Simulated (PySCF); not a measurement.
**S₄: relaxation and vibrations of the triplet**

The task is one start of a wider search on S₄: the triplet, from a tetrahedron start. It is relaxed, tested by its Hessian and followed downhill if it is a saddle.

Program: PySCF 2.14.0. Level of theory: PBE0, basis S def2-TZVP, no relativity, density fitting. These are calculated values, not measurements.

### Step 1. Starting geometry

4 atoms, charge 0, spin multiplicity 3.

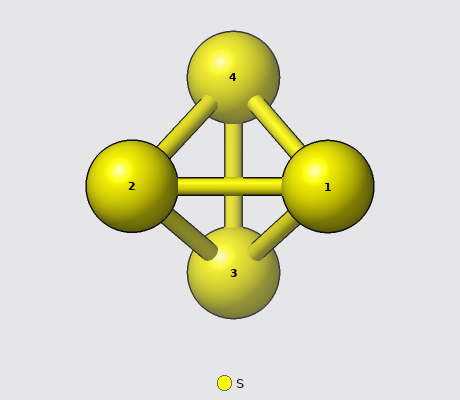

Start geometry, drawn with sulfur yellow; atoms are numbered from 1 in the order of the file.

```xyz
4
charge 0 multiplicity 3
S     0.7283    0.7283    0.7283
S     0.7283   -0.7283   -0.7283
S    -0.7283    0.7283   -0.7283
S    -0.7283   -0.7283    0.7283
```

### Step 2. The SCF at the typed geometry

One driver script runs all steps and calls PySCF; scf.py shows how it sets up the SCF of each step. The optimiser is the driver's own. After this first run the driver tries any further starts and a stability analysis.

The input, scf.py:

```python
from pyscf import gto, scf, dft
mol = gto.M(atom='''
S      0.728300     0.728300     0.728300
S      0.728300    -0.728300    -0.728300
S     -0.728300     0.728300    -0.728300
S     -0.728300    -0.728300     0.728300''',
    basis={'S': 'def2-TZVP'},
    charge=0, spin=2)
mf = dft.UKS(mol, xc='PBE0')
mf.grids.atom_grid = (50, 194)
aux = {'S': 'def2-universal-JKFIT'}
mf = mf.density_fit(auxbasis=aux)
mf.conv_tol = 1e-08
mf.diis_space = 10
mf.max_cycle = 60
mf.init_guess = 'minao'
mf.verbose = 4
mf.kernel()
```

The run is started by

```
$ OMP_NUM_THREADS=4 python axn.py task.json out
```

The program printed (excerpt; [...] marks lines left out):

```text
[... the frontier levels of the middle cycles are left out ...]
init E= -1593.58563286322
[... the frontier-level lines of each cycle are left out ...]
cycle= 1 E= -1591.93618582017  delta_E= 1.65  |g|= 0.203  |ddm|= 2.19
cycle= 2 E= -1591.91380143013  delta_E= 0.0224  |g|= 0.282  |ddm|= 0.601
cycle= 3 E= -1591.94682848855  delta_E= -0.033  |g|= 0.129  |ddm|= 0.603
cycle= 4 E= -1591.95677595003  delta_E= -0.00995  |g|= 0.0411  |ddm|= 0.28
cycle= 5 E= -1591.95896081369  delta_E= -0.00218  |g|= 0.0151  |ddm|= 0.166
cycle= 6 E= -1591.96051727339  delta_E= -0.00156  |g|= 0.0159  |ddm|= 0.159
cycle= 7 E= -1591.96122069233  delta_E= -0.000703  |g|= 0.0152  |ddm|= 0.0647
cycle= 8 E= -1591.95842114375  delta_E= 0.0028  |g|= 0.0142  |ddm|= 0.293
cycle= 9 E= -1591.95614509716  delta_E= 0.00228  |g|= 0.0132  |ddm|= 0.493
cycle= 10 E= -1591.95623589698  delta_E= -9.08e-05  |g|= 0.0103  |ddm|= 0.139
cycle= 11 E= -1591.95636152688  delta_E= -0.000126  |g|= 0.00589  |ddm|= 0.0397
cycle= 12 E= -1591.95656627703  delta_E= -0.000205  |g|= 0.00487  |ddm|= 0.108
cycle= 13 E= -1591.95671313871  delta_E= -0.000147  |g|= 0.00508  |ddm|= 0.0511
cycle= 14 E= -1591.95647418184  delta_E= 0.000239  |g|= 0.00382  |ddm|= 0.0926
[... 46 cycles left out ...]
SCF not converged.
init E= -1593.58563286322
[... 20 cycles left out ...]
SCF not converged.
init E= -1591.97245310428
[... 16 cycles left out ...]
cycle= 17 E= -1591.97287536033  delta_E= -3.14e-06  |g|= 0.000577  |ddm|= 0.013
cycle= 18 E= -1591.97287834176  delta_E= -2.98e-06  |g|= 0.00061  |ddm|= 0.0136
cycle= 19 E= -1591.9728804676  delta_E= -2.13e-06  |g|= 0.000398  |ddm|= 0.00966
cycle= 20 E= -1591.97288202337  delta_E= -1.56e-06  |g|= 0.000273  |ddm|= 0.00745
cycle= 21 E= -1591.9728827269  delta_E= -7.04e-07  |g|= 0.000227  |ddm|= 0.00372
cycle= 22 E= -1591.97288455389  delta_E= -1.83e-06  |g|= 0.00034  |ddm|= 0.00947
cycle= 23 E= -1591.97288641113  delta_E= -1.86e-06  |g|= 0.000385  |ddm|= 0.0102
cycle= 24 E= -1591.97288830792  delta_E= -1.9e-06  |g|= 0.000384  |ddm|= 0.0108
cycle= 25 E= -1591.97288980355  delta_E= -1.5e-06  |g|= 0.000321  |ddm|= 0.00883
cycle= 26 E= -1591.97289212705  delta_E= -2.32e-06  |g|= 0.000532  |ddm|= 0.015
cycle= 27 E= -1591.9728936167  delta_E= -1.49e-06  |g|= 0.000323  |ddm|= 0.00902
cycle= 28 E= -1591.97289546934  delta_E= -1.85e-06  |g|= 0.000455  |ddm|= 0.013
cycle= 29 E= -1591.97289765212  delta_E= -2.18e-06  |g|= 0.000612  |ddm|= 0.0167
cycle= 30 E= -1591.97289947724  delta_E= -1.83e-06  |g|= 0.000482  |ddm|= 0.0133
SCF not converged.
macro= 0  E= -1591.97290202976  delta_E= -2.55253e-06  |g|= 0.000482223  1 KF 5 JK
macro= 1  E= -1591.97291786071  delta_E= -1.58309e-05  |g|= 0.000777359  3 KF 16 JK
macro= 2  E= -1591.97291909721  delta_E= -1.2365e-06  |g|= 0.000126763  3 KF 18 JK
macro= 3  E= -1591.97291909723  delta_E= -2.41016e-11  |g|= 3.67131e-05  1 KF 2 JK
macro X = 4  E=-1591.97291909723  |g|= 3.67131e-05  total 9 KF 46 JK
converged SCF energy = -1591.97291909723  <S^2> = 2.9006613  2S+1 = 3.5500205
```

This step, with its further starts and checks, ran for 58 s (4 threads of Intel Xeon Platinum 8259CL at 2.50GHz (Skylake/Cascade Lake), shared host).

Energies from each starting density:

```tsv
start	energy (Eh)
the minimal-basis guess	-1591.972919
a thermally smeared density	-1591.958700
a smeared PBE density	-1591.955499
```

Where DIIS stalls, the driver goes on with a level shift of 0.3 Eh and then with a second-order solver.

No lower solution of this spin turned up from the other starts or in the test of internal stability.

### Step 3. Relaxation: tetrahedron start, triplet

The program finds Td symmetry in the start, which this walk keeps. Threshold on the gradient: 0.0003 Eh/bohr, with a further test on the energy change.

Edit scf.py of step 2 so:

```diff
@@ -16 +15,0 @@
-mf.init_guess = 'minao'
```

Steps of the walk:

```tsv
step	energy (Eh)	change (kJ/mol)	largest symmetric gradient (Eh/bohr)
0	-1591.972919	0.00	0.09515
1	-1592.052751	-209.60	0.03213
2	-1592.066664	-246.13	0.01185
3	-1592.069319	-253.10	0.00264
4	-1592.069475	-253.51	0.00028
5	-1592.069477	-253.51	0.00001
```

The walk took 25 s.

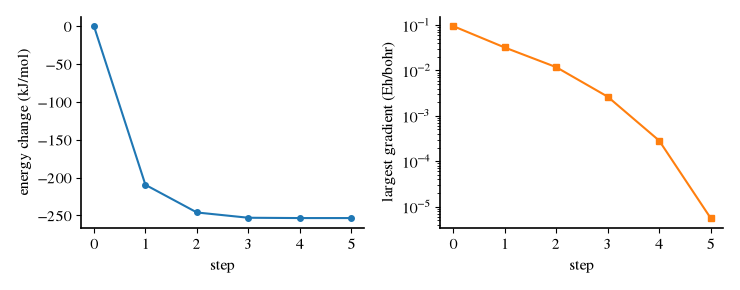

Energy and largest gradient along the walk.

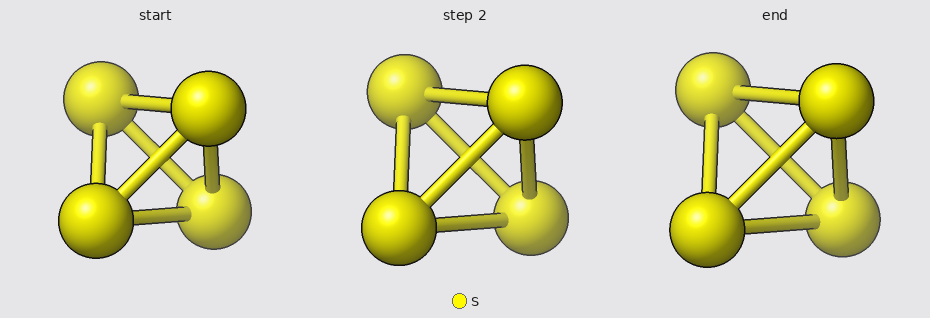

Start and end of the relaxation, with a step between.

After 5 steps and 253.5 kJ/mol it ends at Td: S–S 2.366 Å (×6); S–S–S 60.0° (×12). A gradient of 0.0210 Eh/bohr that breaks the symmetry is left: this electronic state wants a lower symmetry.

### Step 4. Relaxing without the symmetry constraint

The geometry is nudged along the force that breaks the symmetry.

The program finds C2v symmetry in the start, which may break.

Edit scf.py of step 3 so:

```diff
@@ -3,4 +3,4 @@
-S      0.728300     0.728300     0.728300
-S      0.728300    -0.728300    -0.728300
-S     -0.728300     0.728300    -0.728300
-S     -0.728300    -0.728300     0.728300''',
+S      0.815679     0.815109     0.786598
+S      0.886287    -0.886911    -0.786593
+S     -0.886283     0.886908    -0.786602
+S     -0.815683    -0.815105     0.786597''',
```

The optimiser's trace (not every step is listed):

```tsv
step	energy (Eh)	change (kJ/mol)	largest gradient (Eh/bohr)
0	-1592.082632	0.00	0.02090
1	-1592.112848	-79.33	0.03889
2	-1592.139512	-149.34	0.01717
3	-1592.143859	-160.75	0.00309
4	-1592.144031	-161.20	0.00183
5	-1592.144169	-161.57	0.00208
6	-1592.144341	-162.02	0.01086
7	-1592.152709	-183.99	0.05237
8	-1592.179555	-254.47	0.03467
9	-1592.198491	-304.19	0.05189
10	-1592.223145	-368.92	0.04102
12	-1592.237554	-406.75	0.04847
14	-1592.249586	-438.34	0.02360
16	-1592.252406	-445.74	0.00148
18	-1592.252481	-445.94	0.00094
20	-1592.252950	-447.17	0.00844
22	-1592.253926	-449.73	0.00617
24	-1592.254627	-451.57	0.00314
25	-1592.254677	-451.70	0.00170
26	-1592.254699	-451.76	0.00108
27	-1592.254710	-451.79	0.00097
28	-1592.254743	-451.88	0.00070
29	-1592.254750	-451.90	0.00030
30	-1592.254752	-451.90	0.00005
```

The walk took 2.4 min.

Positions (Å) and forces (eV/Å) along the way:

```
step 0
S    0.816   0.815   0.787   0.170   0.169  -0.910
S    0.886  -0.887  -0.787   1.075  -1.075   0.910
S   -0.886   0.887  -0.787  -1.075   1.075   0.910
S   -0.816  -0.815   0.787  -0.170  -0.169  -0.910
step 1
S    0.834   0.833   0.713  -0.223  -0.223  -2.000
S    0.952  -0.953  -0.713   0.791  -0.791   2.000
S   -0.952   0.953  -0.713  -0.791   0.791   2.000
S   -0.834  -0.833   0.713   0.223   0.223  -2.000
step 15
S    0.775   1.092   0.141   0.663   0.024   0.027
S    0.895  -1.072  -0.199  -0.350   0.050   0.253
S   -0.908   1.677  -0.514  -0.455   0.126  -0.124
S   -0.762  -1.697   0.572   0.142  -0.200  -0.156
step 30
S    0.881   1.203  -0.226  -0.003  -0.001   0.001
S    0.972  -1.141   0.171   0.000   0.002   0.000
S   -0.987   1.526  -0.237   0.002  -0.002   0.000
S   -0.866  -1.588   0.292   0.001   0.000  -0.001
```

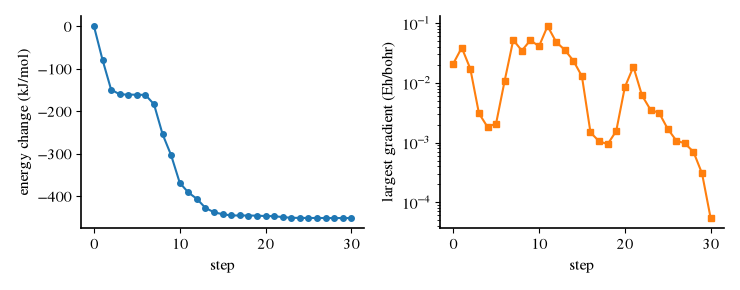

Energy and largest gradient along the walk.

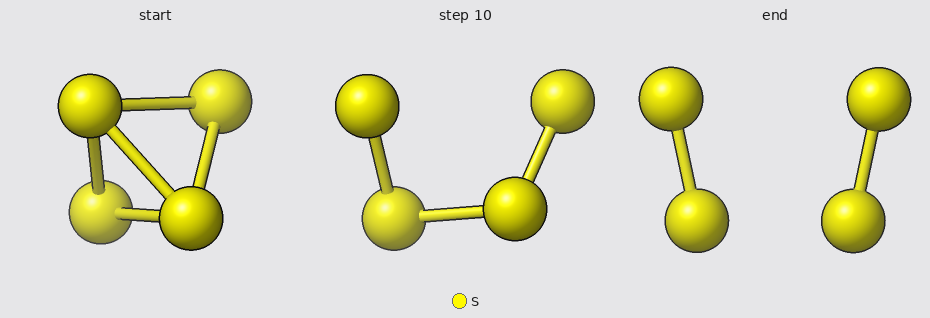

Start and end of the relaxation, with a step between.

It settles in C2v symmetry, 451.9 kJ/mol below the start, after 30 steps: S–S 1.895 Å (×2), S–S 2.379 Å; S–S–S 101.9° (×2).

### Step 5. Hessian and properties

On the finer grid the gradient is checked again; gradients at displacements of ±0.02 bohr then give force constants and infrared intensities.

Edit scf.py of step 4 so:

```diff
@@ -3,4 +3,4 @@
-S      0.815679     0.815109     0.786598
-S      0.886287    -0.886911    -0.786593
-S     -0.886283     0.886908    -0.786602
-S     -0.815683    -0.815105     0.786597''',
+S      0.880589     1.203277    -0.226535
+S      0.971855    -1.140471     0.171624
+S     -0.986853     1.525632    -0.237056
+S     -0.865590    -1.588438     0.291967''',
@@ -10 +10 @@
-mf.grids.atom_grid = (50, 194)
+mf.grids.atom_grid = (75, 302)
@@ -13 +13 @@
-mf.conv_tol = 1e-08
+mf.conv_tol = 1e-10
```

This SCF starts from the last density.

Log of the central SCF (cycles and frontier levels):

```text
init E= -1592.25477428632
[... the frontier-level lines of each cycle are left out ...]
cycle= 1 E= -1592.25477428633  delta_E= -5.23e-12  |g|= 3e-06  |ddm|= 5.59e-06
Extra cycle  E= -1592.25477428631  delta_E= 1.25e-11  |g|= 4.7e-06  |ddm|= 8.35e-06
converged SCF energy = -1592.25477428631  <S^2> = 2.0121861  2S+1 = 3.0081131
```

The whole step took 84 s.

Geometry: C2v; S–S 1.895 Å (×2), S–S 2.379 Å; S–S–S 101.9° (×2).

Modes, for the most abundant isotopes:

```
symmetry  ω (cm⁻¹)  IR (km/mol)
      a2        75          0.0
      a1       102          0.7
      a1       252          0.6
      b2       279          0.1
      b2       693         53.4
      a1       716          0.0
```

All wavenumbers are real: a minimum.

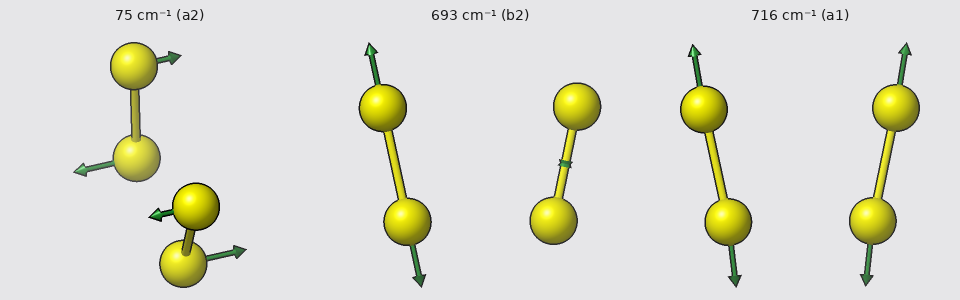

Displacements of 3 of the modes, as arrows (one member where a mode is degenerate).

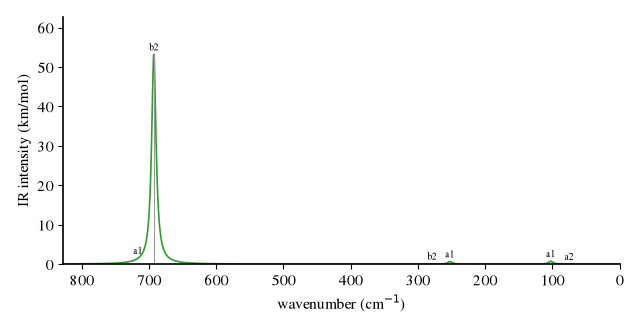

The harmonic infrared spectrum (widths in cm⁻¹). Lines are broadened to a width of 8 cm⁻¹ (Lorentzian).

Properties at this point:

* Dipole moment: 0.55 D
* Highest occupied level: -6.52 eV
* Lowest empty level: -4.26 eV
* Rotational constants: 0.1533, 0.06737, 0.04681 cm⁻¹
* Zero-point energy: 12.7 kJ/mol
* Principal polarisabilities: 38.7, 84.6, 106.6 bohr³
* Atomisation energy without zero-point energy: 945 kJ/mol
* Principal traceless quadrupole moments about the centre of mass: -3.11, -0.70, 3.81 D Å
* Entropy at 298.15 K and 1 bar (electronic part: spin only): 335.5 J/(mol K)
* Heat capacity Cp at 298.15 K: 71.0 J/(mol K)
* Enthalpy at 298.15 K above 0 K: 16.92 kJ/mol
* Rotational symmetry number: 2
* Spin squared ⟨S²⟩: 2.012

Populations by atom (charges in e):

```tsv
atom	Mulliken	Löwdin	polar tensor	spin (Mulliken)	Mayer order to S1
S1	0.05	0.03	0.05	0.39	–
S2	0.05	0.03	0.05	0.39	0.63
S3	-0.05	-0.03	-0.05	0.61	1.83
S4	-0.05	-0.03	-0.05	0.61	0.16
```

Mulliken populations on S1: s 5.87, p 9.87, d 0.19, f 0.01.

### Step 6. Results

| quantity | value |
| --- | --- |
| minimum | triplet, C2v |
| geometry | S–S 1.895 Å (×2), S–S 2.379 Å; S–S–S 101.9° (×2) |
| wavenumbers (cm⁻¹) | 75 (a2), 102 (a1), 252 (a1), 279 (b2), 693 (b2), 716 (a1) |
| dipole moment | 0.55 D |
| highest occupied, lowest empty level (either spin) | -6.52, -4.26 eV |
| polar-tensor charge of S1 | +0.05 e |
| zero-point energy | 12.7 kJ/mol |
| entropy at 298.15 K | 335.5 J/(mol K) |
| atomisation energy (no zero-point energy) | 945 kJ/mol |
| ⟨S²⟩ | 2.012 |

In words: From Td at the start the molecule goes to a C2v minimum. In the infrared the band at 693 cm⁻¹ (b2) leads. Only this shape and spin were tried, so other structures or states may lie lower.

The search up to here ran for 5.2 min (4 threads of Intel Xeon Platinum 8259CL at 2.50GHz (Skylake/Cascade Lake), shared host).
